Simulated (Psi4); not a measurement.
# C2H3BF (SMILES C=[C]BF): UPBE/def2-SVPD

What is the vertical electron affinity of C2H3BF at UPBE/def2-SVPD? Input form: a Python script.

Program for the calculation: Psi4 1.11.

### 1 The structure to begin with

C2H3BF: 7 atoms, total charge 0, spin state doublet. As SMILES, `C=[C]BF`. Geometry: relaxed at GFN2-xTB.

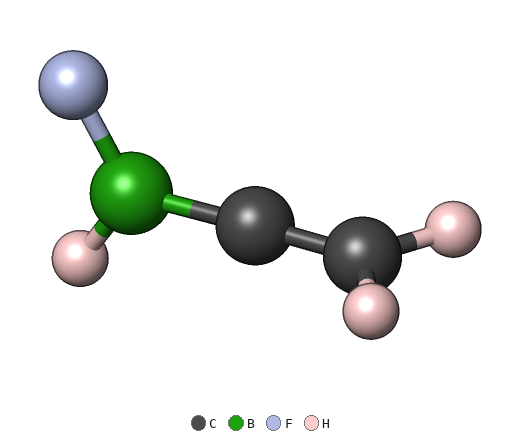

Viewed from a chosen angle; carbon dark grey, boron green, fluorine light blue, hydrogen pink.

### 2 Energy and gradient at UPBE/def2-SVPD

File run.py:

```python
import psi4

psi4.set_memory(1600000000)
psi4.set_num_threads(1)
psi4.core.set_output_file('output.dat', False)

m = psi4.geometry("""
0 2
C     -0.739240     1.166810     0.113650
C     -0.055700     0.085330     0.002100
B      0.727900    -1.161970    -0.160850
F      1.279660    -1.738220     0.911270
H     -0.299040     2.156100     0.042360
H     -1.809590     1.177770     0.290350
H      0.896010    -1.685820    -1.198900
symmetry c1
""")

psi4.set_options({
    'basis': 'def2-SVPD',
    'reference': 'uks',
    'puream': True,
    'e_convergence': 1e-09,
    'd_convergence': 1e-08,
    'scf_type': 'pk',
    'dft_radial_points': 99,
    'dft_spherical_points': 590,
    'maxiter': 200,
})

E, wfn = psi4.gradient('pbe', return_wfn=True)
psi4.oeprop(wfn, 'QUADRUPOLE', 'MULLIKEN_CHARGES', 'WIBERG_LOWDIN_INDICES')
print('gradient / Eh bohr^-1')
print(E.np.round(6))
print(f'energy = {wfn.energy():.10f} Eh')
```

Run with:

```console
$ python run.py
```

output.dat:

```text
[...]
  Running in c1 symmetry.
[...]
  Nuclear repulsion =   88.617305522116666
[...]
  Multiplicity = 2
[...]
  Nalpha       = 15
  Nbeta        = 14
[...]
    Number of basis functions: 107
[...]
   @UKS iter   1:  -202.02715833012056   -3.13904e-01   6.25633e-03 ADIIS/DIIS
[...]
   @UKS iter  13:  -202.28591975544276   -1.21929e-11   8.29420e-09 DIIS
[...]
   @S^2 Observed:                7.547959858E-01
[...]
    Orbital Energies [Eh]
    ---------------------
    Alpha Occupied:
       1A    -24.273148     2A     -9.936390     3A     -9.925777
       4A     -6.564191     5A     -1.088853     6A     -0.717671
       7A     -0.553729     8A     -0.479170     9A     -0.431383
      10A     -0.426492    11A     -0.411307    12A     -0.398183
      13A     -0.304469    14A     -0.276357    15A     -0.220491
    Alpha Virtual:
      16A     -0.058569    17A     -0.026701    18A      0.002704
      19A      0.034427    20A      0.070498    21A      0.072459
      22A      0.086189    23A      0.106592    24A      0.124042
      25A      0.124743    26A      0.137659    27A      0.145711
[...]
  @UKS Final Energy:  -202.28591975544276
   => Energetics <=
    Nuclear Repulsion Energy =             88.6173055221166663
    One-Electron Energy =                -451.4032324661045550
    Two-Electron Energy =                 186.6583208961482114
    DFT Exchange-Correlation Energy =     -26.1583137076031136
    Empirical Dispersion Energy =           0.0000000000000000
    VV10 Nonlocal Energy =                  0.0000000000000000
    Total Energy =                       -202.2859197554427624
[...]
  -Total Gradient:
     Atom            X                  Y                   Z
    ------   -----------------  -----------------  -----------------
       1        0.010540093152    -0.016938186292    -0.001361731262
       2       -0.007986741586     0.012626066513     0.000913952543
       3       -0.001422407036     0.001695802843    -0.002151638672
       4       -0.006532320513     0.006640280606    -0.013354587368
       5       -0.008051745865    -0.013384028153     0.001280758646
       6        0.015492684753     0.001842370074    -0.002592459387
       7       -0.002054613236     0.007533161519     0.017232318266
[...]
 Multipole Moments:
 ------------------------------------------------------------------------------------
     Multipole            Electronic (a.u.)      Nuclear  (a.u.)        Total (a.u.)
 ------------------------------------------------------------------------------------
 L = 1.  Multiply by 2.5417464519 to convert [e a0] to [Debye]
 Dipole X            :          2.8875817           -3.3842497           -0.4966680
 Dipole Y            :         -4.0416850            4.7604221            0.7187370
 Dipole Z            :          1.5931882           -1.7760239           -0.1828357
 Magnitude           :                                                    0.8925754
 L = 2.  Multiply by 1.3450342976 to convert [e a0^2] to [Debye ang]
 Quadrupole XX       :        -95.0610697           78.7763900          -16.2846797
 Quadrupole XY       :        106.8843105         -107.1499131           -0.2656026
[...]
  Mulliken Charges: (a.u.)
   Center  Symbol    Alpha    Beta     Spin     Total
       1     C     2.85794  3.06888 -0.21094  0.07318
       2     C     3.21170  2.33520  0.87650  0.45310
       3     B     2.78844  2.62314  0.16529 -0.41158
       4     F     4.68880  4.65029  0.03852 -0.33909
       5     H     0.56303  0.48717  0.07586 -0.05021
       6     H     0.56380  0.48816  0.07564 -0.05196
       7     H     0.32629  0.34715 -0.02086  0.32656
   Total alpha = 15.00000, Total beta = 14.00000, Total charge = -0.00000
  Wiberg Bond Indices using Orthogonal Lowdin Orbitals:
[...]
```

Standard output:

```text
gradient / Eh bohr^-1
[[ 0.01054  -0.016938 -0.001362]
 [-0.007987  0.012626  0.000914]
 [-0.001422  0.001696 -0.002152]
 [-0.006532  0.00664  -0.013355]
 [-0.008052 -0.013384  0.001281]
 [ 0.015493  0.001842 -0.002592]
 [-0.002055  0.007533  0.017232]]
energy = -202.2859197554 Eh
```

Wall time 27 s (1 thread of AMD EPYC 9R45 (Zen 5), shared host); peak memory 0.62 GiB.

### 3 The singlet anion at the same level

Changes to run.py since step 2:

```diff
@@ -6,4 +6,4 @@
 
-m = psi4.geometry("""
-0 2
+geom = psi4.geometry("""
+-1 1
 C     -0.739240     1.166810     0.113650
@@ -16,2 +16,4 @@
 symmetry c1
+no_reorient
+no_com
 """)
@@ -20,3 +22,3 @@
     'basis': 'def2-SVPD',
-    'reference': 'uks',
+    'reference': 'rks',
     'puream': True,
@@ -27,7 +29,6 @@
     'dft_spherical_points': 590,
-    'maxiter': 200,
 })
 
-E, wfn = psi4.gradient('pbe', return_wfn=True)
-psi4.oeprop(wfn, 'QUADRUPOLE', 'MULLIKEN_CHARGES', 'WIBERG_LOWDIN_INDICES')
+E, wfn = psi4.gradient("pbe", return_wfn=True)
+psi4.oeprop(wfn, "WIBERG_LOWDIN_INDICES", "MULLIKEN_CHARGES", "MAYER_INDICES")
 print('gradient / Eh bohr^-1')
@@ -35 +36,3 @@
 print(f'energy = {wfn.energy():.10f} Eh')
+for k, v in sorted(psi4.core.scalar_variables().items()):
+    print(f'{k:45s} {v:18.10f}')
```

Run with:

```console
$ python run.py
```

output.dat, cut to the lines that bear on the results:

```text
[...]
  Running in c1 symmetry.
[...]
  Nuclear repulsion =   88.617305522116666
[...]
  Multiplicity = 1
[...]
  Nalpha       = 15
  Nbeta        = 15
[...]
    Number of basis functions: 107
[...]
   @RKS iter   1:  -201.81095409260803   -9.76999e-02   8.58429e-03 DIIS/ADIIS
[...]
   @RKS iter  13:  -202.33833058523922   -5.00222e-12   3.27981e-09 DIIS
[...]
  @RKS Final Energy:  -202.33833058523922
   => Energetics <=
    Nuclear Repulsion Energy =             88.6173055221166663
    One-Electron Energy =                -458.4476959507945821
    Two-Electron Energy =                 193.9103182609528915
    DFT Exchange-Correlation Energy =     -26.4182584175142203
    Empirical Dispersion Energy =           0.0000000000000000
    VV10 Nonlocal Energy =                  0.0000000000000000
    Total Energy =                       -202.3383305852392198
[...]
 Multipole Moments:
 ------------------------------------------------------------------------------------
     Multipole            Electronic (a.u.)      Nuclear  (a.u.)        Total (a.u.)
 ------------------------------------------------------------------------------------
 L = 1.  Multiply by 2.5417464519 to convert [e a0] to [Debye]
 Dipole X            :        -17.9163479           17.3366876           -0.5796602
 Dipole Y            :         24.0992138          -23.2302899            0.8689239
 Dipole Z            :        -13.7504747           13.6541972           -0.0962775
 Magnitude           :                                                    1.0489538
[...]
  -Total Gradient:
     Atom            X                  Y                   Z
    ------   -----------------  -----------------  -----------------
       1        0.019231235635    -0.030907497335    -0.003233790599
       2       -0.044437954489     0.072274911456     0.014380256202
       3        0.041216948371    -0.060073437730     0.013126978374
       4       -0.027971193318     0.031585848759    -0.045127738557
       5       -0.007069376242    -0.022681094594     0.001035398207
       6        0.023379307247    -0.002929383046    -0.004010172530
       7       -0.004363858400     0.012745997210     0.023796216440
[...]
  Mulliken Charges: (a.u.)
   Center  Symbol    Alpha    Beta     Spin     Total
       1     C     2.92691  2.92691  0.00000  0.14618
       2     C     2.80154  2.80154  0.00000  0.39693
[...]
```

On the terminal:

```text
gradient / Eh bohr^-1
[[ 0.019231 -0.030907 -0.003234]
 [-0.044438  0.072275  0.01438 ]
 [ 0.041217 -0.060073  0.013127]
 [-0.027971  0.031586 -0.045128]
 [-0.007069 -0.022681  0.001035]
 [ 0.023379 -0.002929 -0.00401 ]
 [-0.004364  0.012746  0.023796]]
energy = -202.3383305852 Eh
CURRENT ENERGY                                   -202.3383305852
CURRENT REFERENCE ENERGY                         -202.3383305852
DD SOLVATION ENERGY                                 0.0000000000
DFT FUNCTIONAL TOTAL ENERGY                      -202.3383305852
DFT TOTAL ENERGY                                 -202.3383305852
DFT VV10 ENERGY                                     0.0000000000
DFT XC ENERGY                                     -26.4182584175
GRID ELECTRONS ALPHA                               15.0000001867
GRID ELECTRONS BETA                                15.0000001867
GRID ELECTRONS TOTAL                               30.0000003733
NUCLEAR REPULSION ENERGY                           88.6173055221
ONE-ELECTRON ENERGY                              -458.4476959508
PCM POLARIZATION ENERGY                             0.0000000000
PE ENERGY                                           0.0000000000
SCF ITERATION ENERGY                             -202.3383305852
SCF ITERATIONS                                     13.0000000000
SCF TOTAL ENERGY                                 -202.3383305852
TWO-ELECTRON ENERGY                               193.9103182610
XC GRID RADIAL POINTS                              99.0000000000
XC GRID SPHERICAL POINTS                          590.0000000000
XC GRID TOTAL POINTS                           393867.0000000000
```

It took 18 s on 1 thread of AMD EPYC 9R45 (Zen 5), shared host; peak memory 0.61 GiB.

### 4 Summary of results

At UPBE/def2-SVPD:

| quantity | value |
| --- | --- |
| doublet C2H3BF: total energy | -202.28592 Eh |
| doublet C2H3BF: dipole moment | 2.27 D |
| doublet C2H3BF: HOMO energy (highest over α and β) | -6.00 eV |
| doublet C2H3BF: LUMO energy (lowest over α and β) | -4.52 eV |
| doublet C2H3BF: ⟨S²⟩ | 0.755 |
| doublet C2H3BF: largest force on an atom | 1.028 eV/Å |
| singlet anion: total energy | -202.33833 Eh |
| singlet anion: HOMO energy | 1.67 eV |
| singlet anion: LUMO energy | 4.18 eV |
| singlet anion: HOMO–LUMO gap (to an unbound level, set by the basis) | 2.51 eV |
| singlet anion: largest force on an atom | 4.425 eV/Å |
| vertical electron affinity (to the singlet anion) | 1.426 eV |

At fixed nuclei the extra electron is bound by 1.43 eV (33 kcal/mol). The largest force (doublet C2H3BF) is 1.03 eV/Å: the shape isn't a stationary point for this species at this level. Mulliken charges (doublet C2H3BF) run from -0.41 on B3 to +0.45 on C2; in a basis this large or diffuse they mean little. Mulliken charges (singlet anion) run from -1.05 on B3 to +0.40 on C2; in a basis this large or diffuse they mean little. The HOMO (singlet anion) lies at positive energy, 1.67 eV, as semi-local functionals often give for anions; only total energies tell whether the electron is bound.
